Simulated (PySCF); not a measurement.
# Run report: AlH₃Cl (charge −1), geometry relaxation (part 2 of 2)

The same run, continued: AlH₃Cl, charge −1, SMILES [AlH3-][Cl]; HF/pcseg-1, RHF, SS(V)PE solvent chlorobenzene (PySCF 2.14.0). The atoms were displaced at random from an optimised geometry.

Geometry of the input (Å):
```
Al 0.0965  0.0329  -0.1070
Cl -1.5700  0.0042  1.1868
H  0.2925  1.5009  -0.7429
H  -0.1549  -1.0912  -1.2297
H  1.4193  -0.3991  0.8065
```

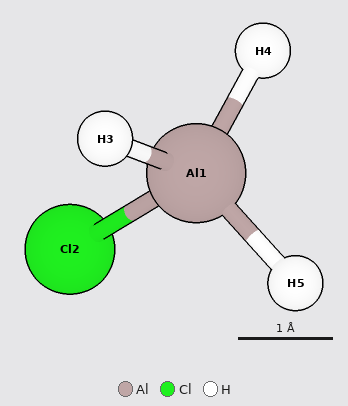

**Figure 1.** The geometry at step 8 of the log (ball-and-stick view, seen at a tilt; atoms are numbered from 1 in the order of the input).

**Log, continued**
```
Geometry optimization cycle 12
Cartesian coordinates (Angstrom)
 Atom        New coordinates             dX        dY        dZ
  Al   0.160636   0.009174  -0.130752   -0.000177  0.000227  0.000121
  Cl  -1.603976   0.022776   1.304589   -0.001233  0.003147 -0.000278
   H   0.257093   1.491479  -0.752591    0.004363 -0.001443 -0.002257
   H  -0.207917  -1.101899  -1.243557   -0.001224  0.000288  0.000720
   H   1.477526  -0.373728   0.735928   -0.001728 -0.002220  0.001693

WARN: PCM is an experimental feature. It is still in testing.
Features and APIs may be changed in the future.

converged SCF energy = -703.278950680531
--------------- PCMDFRHF_Scanner (+PCM) gradients ---------------
         x                y                z
0 Al     0.0000060358     0.0002186137    -0.0002700814
1 Cl    -0.0000574038    -0.0000661785     0.0001656941
2 H    -0.0000293881    -0.0000897561     0.0002285925
3 H     0.0000185517    -0.0000083444    -0.0001174319
4 H     0.0000622045    -0.0000543347    -0.0000067733
----------------------------------------------
cycle 12: E = -703.278950681  dE = -2.11149e-06  norm(grad) = 0.000488004
Step   11 : Displace = 1.100e-03/1.648e-03 (rms/max) Trust = 3.000e-01 (=) Grad = 2.182e-04/3.475e-04 (rms/max) E (change) = -703.2789506805 (-2.111e-06) Quality = 1.576
Hessian Eigenvalues: 5.12422e-03 1.12080e-02 2.94282e-02 ... 9.23690e-02 1.12118e-01 1.17588e-01

Geometry optimization cycle 13
Cartesian coordinates (Angstrom)
 Atom        New coordinates             dX        dY        dZ
  Al   0.160560   0.009346  -0.129740   -0.000076  0.000172  0.001012
  Cl  -1.606520   0.028565   1.302650   -0.002543  0.005789 -0.001939
   H   0.263713   1.488597  -0.758245    0.006620 -0.002882 -0.005654
   H  -0.209128  -1.102412  -1.240788   -0.001211 -0.000513  0.002769
   H   1.474736  -0.376292   0.739740   -0.002790 -0.002565  0.003812

WARN: PCM is an experimental feature. It is still in testing.
Features and APIs may be changed in the future.

converged SCF energy = -703.278953499968
--------------- PCMDFRHF_Scanner (+PCM) gradients ---------------
         x                y                z
0 Al     0.0000609811     0.0001221868    -0.0003537994
1 Cl    -0.0001502436    -0.0000638688     0.0001694602
2 H     0.0000752187     0.0000265094     0.0001341922
3 H     0.0000408623     0.0000703755     0.0000019184
4 H    -0.0000268186    -0.0001552029     0.0000482287
----------------------------------------------
cycle 13: E = -703.2789535  dE = -2.81944e-06  norm(grad) = 0.000507266
Step   12 : Displace = 1.889e-03/2.894e-03 (rms/max) Trust = 3.000e-01 (=) Grad = 2.269e-04/3.792e-04 (rms/max) E (change) = -703.2789535000 (-2.819e-06) Quality = 1.229
Hessian Eigenvalues: 5.36110e-03 1.03939e-02 2.57004e-02 ... 9.39780e-02 1.04956e-01 1.19008e-01

Geometry optimization cycle 14
Cartesian coordinates (Angstrom)
 Atom        New coordinates             dX        dY        dZ
  Al   0.160812   0.009222  -0.128825    0.000252 -0.000124  0.000915
  Cl  -1.607327   0.030532   1.301303   -0.000808  0.001968 -0.001347
   H   0.264254   1.487221  -0.761416    0.000541 -0.001375 -0.003171
   H  -0.208910  -1.103552  -1.238711    0.000218 -0.001140  0.002077
   H   1.474534  -0.375620   0.741266   -0.000202  0.000672  0.001526

WARN: PCM is an experimental feature. It is still in testing.
Features and APIs may be changed in the future.

converged SCF energy = -703.278955040491
--------------- PCMDFRHF_Scanner (+PCM) gradients ---------------
         x                y                z
0 Al     0.0001156968    -0.0000156722    -0.0002386132
1 Cl    -0.0001386911    -0.0000501411     0.0000705108
2 H     0.0000593347     0.0001193249     0.0000568006
3 H     0.0000252974     0.0000820667     0.0000613513
4 H    -0.0000616378    -0.0001355784     0.0000499506
----------------------------------------------
cycle 14: E = -703.27895504  dE = -1.54052e-06  norm(grad) = 0.000392541
Step   13 : Displace = 7.793e-04/9.561e-04 (rms/max) Trust = 3.000e-01 (=) Grad = 1.755e-04/2.656e-04 (rms/max) E (change) = -703.2789550405 (-1.541e-06) Quality = 1.524
Hessian Eigenvalues: 5.17830e-03 1.01277e-02 1.79541e-02 ... 8.95896e-02 1.05724e-01 1.18461e-01

Geometry optimization cycle 15
Cartesian coordinates (Angstrom)
 Atom        New coordinates             dX        dY        dZ
  Al   0.160773   0.008877  -0.127521   -0.000039 -0.000344  0.001304
  Cl  -1.607306   0.032847   1.300590    0.000022  0.002314 -0.000713
   H   0.263757   1.484915  -0.765347   -0.000497 -0.002307 -0.003931
   H  -0.209053  -1.105465  -1.236274   -0.000143 -0.001912  0.002437
   H   1.475191  -0.373371   0.742169    0.000657  0.002249  0.000903

WARN: PCM is an experimental feature. It is still in testing.
Features and APIs may be changed in the future.

converged SCF energy = -703.278956543491
--------------- PCMDFRHF_Scanner (+PCM) gradients ---------------
         x                y                z
0 Al     0.0000977902    -0.0001218398     0.0000280407
1 Cl    -0.0000581486    -0.0000198241    -0.0000848810
2 H     0.0000276010     0.0001272982    -0.0000123468
3 H    -0.0000150580     0.0000494651     0.0000499652
4 H    -0.0000521847    -0.0000350993     0.0000192220
----------------------------------------------
cycle 15: E = -703.278956543  dE = -1.503e-06  norm(grad) = 0.000250573
Step   14 : Displace = 9.373e-04/1.309e-03 (rms/max) Trust = 3.000e-01 (=) Grad = 1.121e-04/1.587e-04 (rms/max) E (change) = -703.2789565435 (-1.503e-06) Quality = 1.206
Hessian Eigenvalues: 5.46241e-03 1.07741e-02 1.41744e-02 ... 8.96260e-02 1.09797e-01 1.17864e-01

Geometry optimization cycle 16
Cartesian coordinates (Angstrom)
 Atom        New coordinates             dX        dY        dZ
  Al   0.160561   0.008759  -0.127397   -0.000211 -0.000119  0.000123
  Cl  -1.606443   0.033204   1.301534    0.000862  0.000358  0.000945
   H   0.262819   1.484187  -0.766140   -0.000938 -0.000728 -0.000793
   H  -0.209480  -1.106121  -1.235889   -0.000427 -0.000656  0.000385
   H   1.475904  -0.372226   0.741509    0.000714  0.001145 -0.000660

WARN: PCM is an experimental feature. It is still in testing.
Features and APIs may be changed in the future.

converged SCF energy = -703.278957007214
--------------- PCMDFRHF_Scanner (+PCM) gradients ---------------
         x                y                z
0 Al     0.0000474891    -0.0000790426     0.0000651938
1 Cl    -0.0000188580    -0.0000091952    -0.0000943978
2 H     0.0000110499     0.0000593844     0.0000088077
3 H    -0.0000292691     0.0000139725     0.0000172091
4 H    -0.0000104119     0.0000148808     0.0000031872
----------------------------------------------
cycle 16: E = -703.278957007  dE = -4.63723e-07  norm(grad) = 0.000165887
```

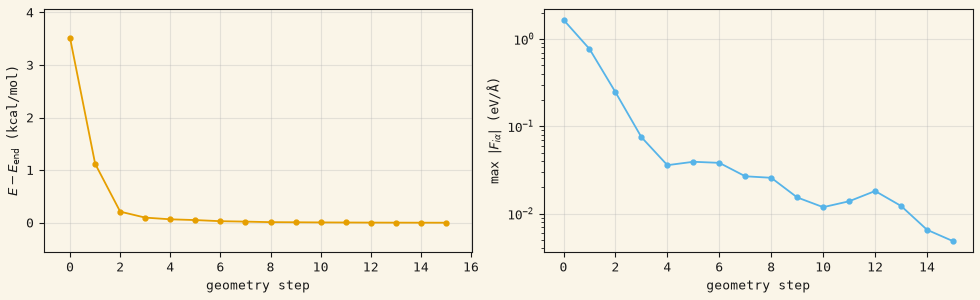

**Figure 2.** Progress of the relaxation, step by step (steps are counted from 0).

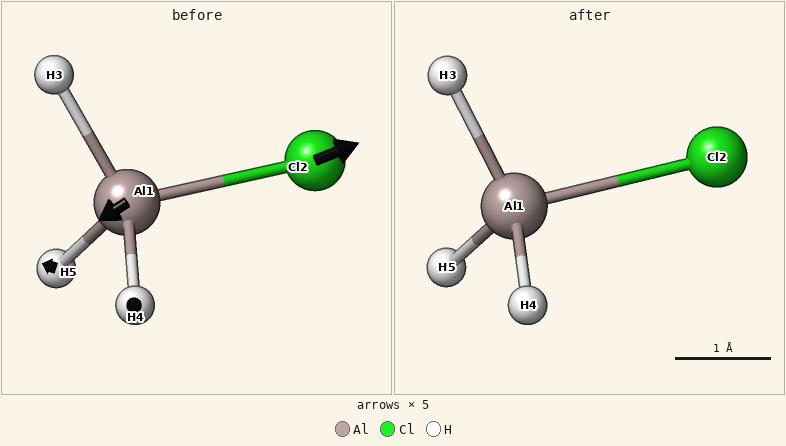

**Figure 3.** Before (left) and after (right) the relaxation, at one scale (ball-and-stick view, seen at a tilt). The black arrows give the displacements, magnified 5 times. Over 15 geometry steps the energy falls by 3.51 kcal/mol. Largest force component: 1.7 eV/Å at the start, 0.0049 eV/Å at the end. The largest move after the best rigid fit is that of Cl2, 0.10 Å. Largest moves by element: Cl 0.10 Å, Al 0.07 Å, H 0.03 Å. Among the contacts that change: Al1–Cl2 2.110 → 2.273 Å, Al1–H5 1.665 → 1.622 Å, Al1–H4 1.608 → 1.615 Å. Among the angles that change: H4–Al1–H5 109.0° → 113.0°, Cl2–Al1–H3 110.5° → 106.8°, Cl2–Al1–H4 107.2° → 105.1°. (Atoms are counted from 1 in the order of the input.)

```
Step   15 : Displace = 3.216e-04/4.309e-04 (rms/max) Trust = 3.000e-01 (=) Grad = 7.419e-05/1.129e-04 (rms/max) E (change) = -703.2789570072 (-4.637e-07) Quality = 1.419
Hessian Eigenvalues: 5.46241e-03 1.07741e-02 1.41744e-02 ... 8.96260e-02 1.09797e-01 1.17864e-01
Converged! =D

converged: True
Al          0.16056145        0.00875856       -0.12739735
Cl         -1.60644336        0.03320445        1.30153432
H           0.26281942        1.48418713       -0.76613956
H          -0.20948000       -1.10612101       -1.23588914
H           1.47590449       -0.37222613        0.74150873

WARN: PCM is an experimental feature. It is still in testing.
Features and APIs may be changed in the future.

converged SCF energy = -703.278957007215
total energy: -703.27895701 hartree
**** MO energy ****
MO #1   energy= -104.710532476443  occ= 2
MO #2   energy= -58.3859323455873  occ= 2
MO #3   energy= -10.4534421921908  occ= 2
MO #4   energy= -7.93251169864091  occ= 2
MO #5   energy= -7.93108862358191  occ= 2
MO #6   energy= -7.93108289008832  occ= 2
MO #7   energy= -4.81880767068059  occ= 2
MO #8   energy= -3.14285639733936  occ= 2
MO #9   energy= -3.14125499617675  occ= 2
MO #10  energy= -3.14118483592467  occ= 2
MO #11  energy= -0.994146441269823 occ= 2
MO #12  energy= -0.526305982356503 occ= 2
MO #13  energy= -0.41457140214666  occ= 2
MO #14  energy= -0.411967092893361 occ= 2
MO #15  energy= -0.411463878885106 occ= 2
MO #16  energy= -0.355712313570835 occ= 2
MO #17  energy= -0.355070219691297 occ= 2
MO #18  energy= 0.136332483132766  occ= 0
MO #19  energy= 0.166749115440705  occ= 0
MO #20  energy= 0.167786923605987  occ= 0
MO #21  energy= 0.248083235575155  occ= 0
MO #22  energy= 0.295307726206382  occ= 0
MO #23  energy= 0.349610416364982  occ= 0
MO #24  energy= 0.350134576244979  occ= 0
MO #25  energy= 0.382109671502536  occ= 0
MO #26  energy= 0.57630554705826   occ= 0
MO #27  energy= 0.628353111507807  occ= 0
MO #28  energy= 0.630043013917782  occ= 0
MO #29  energy= 0.690197741165517  occ= 0
MO #30  energy= 0.692820039614299  occ= 0
MO #31  energy= 0.750332982070027  occ= 0
MO #32  energy= 0.821632330217858  occ= 0
MO #33  energy= 0.822475839744642  occ= 0
MO #34  energy= 0.932083108975963  occ= 0
MO #35  energy= 1.00480629788086   occ= 0
MO #36  energy= 1.04994426727202   occ= 0
MO #37  energy= 1.05009101525165   occ= 0
MO #38  energy= 1.12906464905685   occ= 0
MO #39  energy= 1.13195934374119   occ= 0
MO #40  energy= 1.19958189247014   occ= 0
MO #41  energy= 1.20707759719727   occ= 0
MO #42  energy= 1.46691730437955   occ= 0
MO #43  energy= 2.15993845067475   occ= 0
MO #44  energy= 2.23807993630646   occ= 0
MO #45  energy= 2.23884040128987   occ= 0
MO #46  energy= 2.30888173266532   occ= 0
MO #47  energy= 2.34429816727008   occ= 0
MO #48  energy= 2.34879861266743   occ= 0
MO #49  energy= 2.58755122898512   occ= 0
MO #50  energy= 2.79688796880296   occ= 0
MO #51  energy= 2.80402423763856   occ= 0
 ** Mulliken atomic charges  **
charge of    0Al =      0.34572
charge of    1Cl =     -0.56934
charge of    2H =     -0.25863
charge of    3H =     -0.25956
charge of    4H =     -0.25819

WARN: System has nonzero charge -1; the dipole moment is origin-dependent.
Location of origin: [0. 0. 0.]

Dipole moment(X, Y, Z, Debye):  2.35632, -0.06169, -1.84362
```

**Trajectory as extended XYZ (Å, eV, eV/Å), 16 frames, from step=0 to step=15**
```
5
Properties=species:S:1:pos:R:3:forces:R:3 step=0 energy=-19137.04315
Al    0.0965    0.0329   -0.1070    1.6588  -0.1894  -0.6605
Cl   -1.5700    0.0042    1.1868   -1.4383   0.0709   1.1637
H     0.2925    1.5009   -0.7429   -0.0186   0.0365  -0.0144
H    -0.1549   -1.0912   -1.2297    0.0225  -0.1132  -0.2298
H     1.4193   -0.3991    0.8065   -0.2245   0.1952  -0.2591
5
Properties=species:S:1:pos:R:3:forces:R:3 step=1 energy=-19137.14673
Al    0.1147    0.0226   -0.1085    0.7691  -0.0859  -0.4869
Cl   -1.6048    0.0125    1.2267   -0.6714   0.0469   0.6008
H     0.2944    1.4972   -0.7442   -0.0712  -0.0207   0.0132
H    -0.1430   -1.1007   -1.2478    0.0041  -0.0144  -0.0555
H     1.4221   -0.3839    0.7874   -0.0306   0.0741  -0.0717
5
Properties=species:S:1:pos:R:3:forces:R:3 step=2 energy=-19137.18622
Al    0.1318    0.0123   -0.1186    0.2465   0.0133  -0.1451
Cl   -1.6265    0.0213    1.2739   -0.1586  -0.0009   0.0964
H     0.2792    1.4908   -0.7481   -0.0974  -0.0127   0.0061
H    -0.1369   -1.1087   -1.2616   -0.0325   0.0190   0.0356
H     1.4358   -0.3679    0.7680    0.0421  -0.0187   0.0071
5
Properties=species:S:1:pos:R:3:forces:R:3 step=3 energy=-19137.19114
Al    0.1436    0.0109   -0.1217    0.0752   0.0178  -0.0486
Cl   -1.6329    0.0210    1.2830   -0.0155  -0.0146   0.0020
H     0.2626    1.4901   -0.7497   -0.0555  -0.0029   0.0008
H    -0.1384   -1.1090   -1.2606   -0.0352   0.0156   0.0379
H     1.4485   -0.3651    0.7627    0.0309  -0.0159   0.0079
5
Properties=species:S:1:pos:R:3:forces:R:3 step=4 energy=-19137.19253
Al    0.1519    0.0115   -0.1239   -0.0034  -0.0043   0.0027
Cl   -1.6323    0.0176    1.2862    0.0359  -0.0129  -0.0217
H     0.2489    1.4910   -0.7513   -0.0122   0.0124  -0.0030
H    -0.1441   -1.1081   -1.2564   -0.0344   0.0058   0.0267
H     1.4590   -0.3643    0.7589    0.0140  -0.0011  -0.0046
5
Properties=species:S:1:pos:R:3:forces:R:3 step=5 energy=-19137.19316
Al    0.1561    0.0123   -0.1251   -0.0166  -0.0176   0.0107
Cl   -1.6280    0.0144    1.2878    0.0393  -0.0058  -0.0161
H     0.2420    1.4928   -0.7526    0.0071   0.0150  -0.0001
H    -0.1524   -1.1076   -1.2515   -0.0343  -0.0003   0.0163
H     1.4657   -0.3641    0.7551    0.0045   0.0088  -0.0108
5
Properties=species:S:1:pos:R:3:forces:R:3 step=6 energy=-19137.19408
Al    0.1638    0.0127   -0.1284   -0.0265  -0.0382   0.0157
Cl   -1.6143    0.0087    1.2926    0.0245   0.0101   0.0050
H     0.2310    1.4970   -0.7547    0.0326   0.0087   0.0101
H    -0.1769   -1.1075   -1.2398   -0.0203  -0.0001  -0.0146
H     1.4798   -0.3631    0.7439   -0.0103   0.0195  -0.0162
5
Properties=species:S:1:pos:R:3:forces:R:3 step=7 energy=-19137.19444
Al    0.1638    0.0115   -0.1291   -0.0149  -0.0187   0.0080
Cl   -1.6097    0.0091    1.2951    0.0091   0.0096   0.0111
H     0.2327    1.4976   -0.7534    0.0268  -0.0037   0.0091
H    -0.1848   -1.1071   -1.2392   -0.0141   0.0019  -0.0183
H     1.4814   -0.3633    0.7403   -0.0069   0.0109  -0.0100
5
Properties=species:S:1:pos:R:3:forces:R:3 step=8 energy=-19137.19488
Al    0.1608    0.0084   -0.1294    0.0167   0.0258  -0.0236
Cl   -1.6035    0.0132    1.3005   -0.0180   0.0025   0.0146
H     0.2427    1.4962   -0.7491    0.0069  -0.0180  -0.0001
H    -0.1968   -1.1047   -1.2434   -0.0091   0.0019   0.0012
H     1.4802   -0.3654    0.7351    0.0035  -0.0121   0.0079
5
Properties=species:S:1:pos:R:3:forces:R:3 step=9 energy=-19137.19498
Al    0.1615    0.0084   -0.1302    0.0072   0.0154  -0.0135
Cl   -1.6018    0.0148    1.3027   -0.0138   0.0033   0.0104
H     0.2450    1.4955   -0.7492    0.0077  -0.0106  -0.0043
H    -0.2026   -1.1037   -1.2431   -0.0008   0.0018   0.0007
H     1.4813   -0.3671    0.7334   -0.0003  -0.0098   0.0066
5
Properties=species:S:1:pos:R:3:forces:R:3 step=10 energy=-19137.19511
Al    0.1608    0.0089   -0.1309    0.0023  -0.0084   0.0058
Cl   -1.6027    0.0196    1.3049   -0.0017   0.0032  -0.0044
H     0.2527    1.4929   -0.7503    0.0041   0.0045  -0.0119
H    -0.2067   -1.1022   -1.2443   -0.0001   0.0025   0.0079
H     1.4793   -0.3715    0.7342   -0.0046  -0.0018   0.0026
5
Properties=species:S:1:pos:R:3:forces:R:3 step=11 energy=-19137.19517
Al    0.1606    0.0092   -0.1308   -0.0003  -0.0112   0.0139
Cl   -1.6040    0.0228    1.3046    0.0030   0.0034  -0.0085
H     0.2571    1.4915   -0.7526    0.0015   0.0046  -0.0118
H    -0.2079   -1.1019   -1.2436   -0.0010   0.0004   0.0060
H     1.4775   -0.3737    0.7359   -0.0032   0.0028   0.0003
5
Properties=species:S:1:pos:R:3:forces:R:3 step=12 energy=-19137.19524
Al    0.1606    0.0093   -0.1297   -0.0031  -0.0063   0.0182
Cl   -1.6065    0.0286    1.3027    0.0077   0.0033  -0.0087
H     0.2637    1.4886   -0.7582   -0.0039  -0.0014  -0.0069
H    -0.2091   -1.1024   -1.2408   -0.0021  -0.0036  -0.0001
H     1.4747   -0.3763    0.7397    0.0014   0.0080  -0.0025
5
Properties=species:S:1:pos:R:3:forces:R:3 step=13 energy=-19137.19528
Al    0.1608    0.0092   -0.1288   -0.0059   0.0008   0.0123
Cl   -1.6073    0.0305    1.3013    0.0071   0.0026  -0.0036
H     0.2643    1.4872   -0.7614   -0.0031  -0.0061  -0.0029
H    -0.2089   -1.1036   -1.2387   -0.0013  -0.0042  -0.0032
H     1.4745   -0.3756    0.7413    0.0032   0.0070  -0.0026
5
Properties=species:S:1:pos:R:3:forces:R:3 step=14 energy=-19137.19533
Al    0.1608    0.0089   -0.1275   -0.0050   0.0063  -0.0014
Cl   -1.6073    0.0328    1.3006    0.0030   0.0010   0.0044
H     0.2638    1.4849   -0.7653   -0.0014  -0.0065   0.0006
H    -0.2091   -1.1055   -1.2363    0.0008  -0.0025  -0.0026
H     1.4752   -0.3734    0.7422    0.0027   0.0018  -0.0010
5
Properties=species:S:1:pos:R:3:forces:R:3 step=15 energy=-19137.19534
Al    0.1606    0.0088   -0.1274   -0.0024   0.0041  -0.0034
Cl   -1.6064    0.0332    1.3015    0.0010   0.0005   0.0049
H     0.2628    1.4842   -0.7661   -0.0006  -0.0031  -0.0005
H    -0.2095   -1.1061   -1.2359    0.0015  -0.0007  -0.0009
H     1.4759   -0.3722    0.7415    0.0005  -0.0008  -0.0002
```

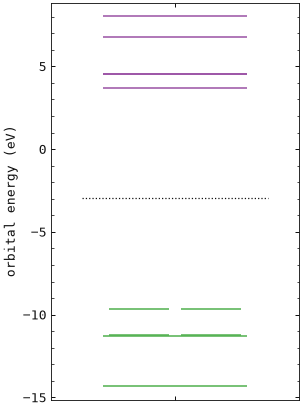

**Figure 4.** Orbital energies near the frontier; the dotted line parts filled from empty levels, and levels within 0.02 eV of each other stand side by side. Highest filled −9.66 eV, lowest empty 3.71 eV, 13.37 eV apart.

**Summary**

```tsv
quantity	value
outcome	converged
total energy	−703.278957 hartree
solvation energy	−0.070322 hartree
basis functions	51
HOMO	−9.66 eV
LUMO	3.71 eV
wall time	55 s
peak memory	0.36 GiB
```
